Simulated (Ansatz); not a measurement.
# N2H3 (hydrazinyl radical): UMP2/STO-3G

Aim: the vertical ionisation energy of N2H3 (hydrazinyl radical) at UMP2/STO-3G, from 2 runs. 

Program for the calculation: Ansatz 0.2.0.

30 further runs of the same task are left out: 30 set aside as unsound or not needed.

## Step 1: The molecule

N2H3: 5 atoms, total charge 0, spin state doublet. SMILES: `[NH]N`. The shape is that of a PBE0-D4/def2-TZVP optimisation. This is one conformer, not always the lowest.

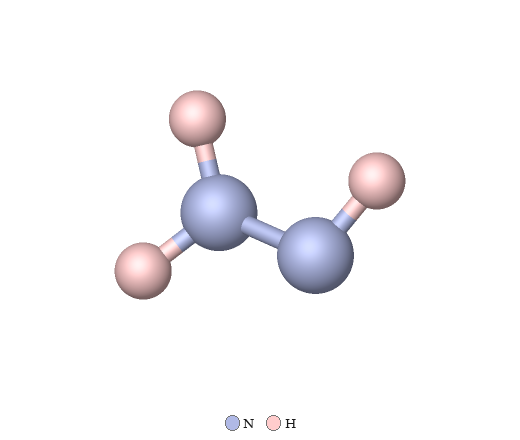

Viewed from a chosen angle; nitrogen light blue, hydrogen pink.

## Step 2: The energy at UMP2/STO-3G

run.yaml

```yaml
crystal:
  periodic: [false, false, false]
  atoms:
    - symbol: "N"
      position_ang: [-0.187600, -0.818050, 0.454040]
    - symbol: "N"
      position_ang: [-0.128660, 0.235610, -0.368450]
    - symbol: H
      position_ang: [0.759840, -0.951450, 0.811270]
    - symbol: H
      position_ang: [-1.030950, 0.592300, -0.640030]
    - symbol: H
      position_ang: [0.587360, 0.941580, -0.256830]
basis:
  gaussian: {orbitals: STO-3G}
correlation: {method: mp2, frozen_orbitals: {H: 0, "N": 1}}
accuracy: high
magnetization: {spin_polarized: true, initial_magnetization: 1}
```

Started as:

```console
$ ansatz run run.yaml --threads 1 --pin off --max-ram 3480MiB --events-out events.jsonl --progress --plain --runs-dir runs
```

Output:

```text
Warning: RAYON_NUM_THREADS=1 ignored (pool sized by the plan → 1); use --threads N
Functional definition: HF
  name "HF"
  exchange = exact_x
  correlation = 0
209 factors; integrals over basis functions are off by at most 1.2e-8 eV
mean field evaluation 1: about -2968.4831 eV, gradient 1.1e1 eV
mean field evaluation 2: about -2968.5953 eV, gradient 1.1e1 eV
mean field evaluation 4: about -2969.8214 eV, gradient 2.2e0 eV
mean field evaluation 8: about -2969.9744 eV, gradient 5.7e-4 eV
mean field -2969.97246222 eV, -109.1444748671 hartree, gradient 1.9e-8 eV, S^2 0.755256; 0 other end points of the search recorded, 0 dependent functions left out
2 core orbitals not correlated: weight in the atoms' cores, before any rotation towards them, 1.000 or more for the frozen orbitals, at most 0.000 for the correlated occupied ones
reference -2969.97246222 eV, -109.1444748671 hartree; 7, 6 occupied and 4, 5 virtual orbitals, 209 factors
second order -2.08232562 eV of doubles, -0.00000000 eV of singles
Total energy: -2972.05478784 eV, -109.2209989220 hartree
```

Run time: 0.08 s. Hardware: 1 thread of Arm Neoverse V1, shared host.

## Step 3: The singlet cation, same level

job.yaml

```yaml
basis:
  gaussian:
    orbitals: STO-3G
crystal:
  periodic: [false, false, false]
  atoms:
    - symbol: "N"
      position_ang: [-0.187600, -0.818050, 0.454040]
    - symbol: "N"
      position_ang: [-0.128660, 0.235610, -0.368450]
    - symbol: H
      position_ang: [0.759840, -0.951450, 0.811270]
    - symbol: H
      position_ang: [-1.030950, 0.592300, -0.640030]
    - symbol: H
      position_ang: [0.587360, 0.941580, -0.256830]
total_charge: 1
correlation:
  method: mp2
  frozen_orbitals: {H: 0, "N": 1}
accuracy: high
```

Started as:

```console
$ ansatz run job.yaml --threads 1 --pin off --max-ram 3480MiB --events-out events.jsonl --progress --plain --runs-dir runs
```

Output:

```text
Warning: RAYON_NUM_THREADS=1 ignored (pool sized by the plan → 1); use --threads N
[... 4 set-up lines as earlier in the session ...]
209 factors; integrals over basis functions are off by at most 1.2e-8 eV
mean field evaluation 1: about -2962.7491 eV, gradient 1.0e1 eV
mean field evaluation 2: about -2962.8173 eV, gradient 1.0e1 eV
mean field evaluation 4: about -2963.2494 eV, gradient 1.5e0 eV
mean field evaluation 8: about -2963.2767 eV, gradient 1.0e-2 eV
mean field -2963.27667446 eV, -108.8984092054 hartree, gradient 6.0e-8 eV, S^2 0.000000; 0 other end points of the search recorded, 0 dependent functions left out; unrestricted orbitals would lower it
mean field evaluation 16: about -2963.6724 eV, gradient 2.4e-1 eV
2 core orbitals not correlated: weight in the atoms' cores, before any rotation towards them, 1.000 or more for the frozen orbitals, at most 0.000 for the correlated occupied ones
reference -2963.27667446 eV, -108.8984092054 hartree; 6, 6 occupied and 5, 5 virtual orbitals, 209 factors
second order -3.67129756 eV of doubles, -0.00000000 eV of singles
Total energy: -2966.94797202 eV, -109.0333269021 hartree
```

It took 0.08 s on 1 thread of Arm Neoverse V1, shared host.

## Step 4: What came out

Level: UMP2/STO-3G, 2 core orbitals frozen.

```
                                                   quantity          value
                                 doublet N2H3: total energy  -109.22100 Eh
  doublet N2H3: correlation energy (2 core orbitals frozen)      -76.5 mEh
            doublet N2H3: ⟨S²⟩ of the reference determinant          0.755
                               singlet cation: total energy  -109.03333 Eh
singlet cation: correlation energy (2 core orbitals frozen)     -134.9 mEh
         vertical ionisation energy (to the singlet cation)       5.107 eV
```

What this shows: Removing an electron at fixed nuclei costs 5.11 eV (118 kcal/mol). Only the singlet of the ionised species was computed; a triplet could lie lower. In a minimal basis such a difference can be off by several eV, whatever the method. The restricted solution (singlet cation) is unstable to spin breaking: an unrestricted one lies lower.
